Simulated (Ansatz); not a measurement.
The starting structures come from a database of crystals and need not be the phases stable at ambient conditions.

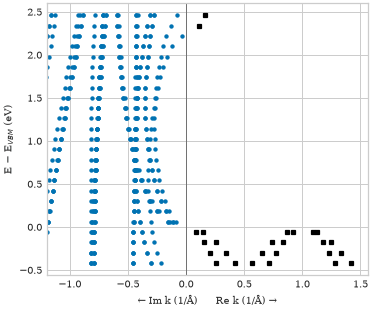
Figure: Complex bands at the centre of the two-dimensional zone; r2SCAN (Ansatz, an electronic-structure program)

The gap is the functional's own. No spin-orbit coupling. Mid-gap values are interpolated on the energy grid.

Q: This is Li4NCl (R-3m, not sure to be the ambient phase, 6 atoms a cell, 12.4 Å³ an atom) along the normal of (100). Read off the slowest decay at the centre of the two-dimensional zone at 1.14 eV, the computed energy nearest the middle of the gap.

A: κ ≈ 0.27 1/Å, a decay length 1/(2κ) of the density of 1.8 Å.
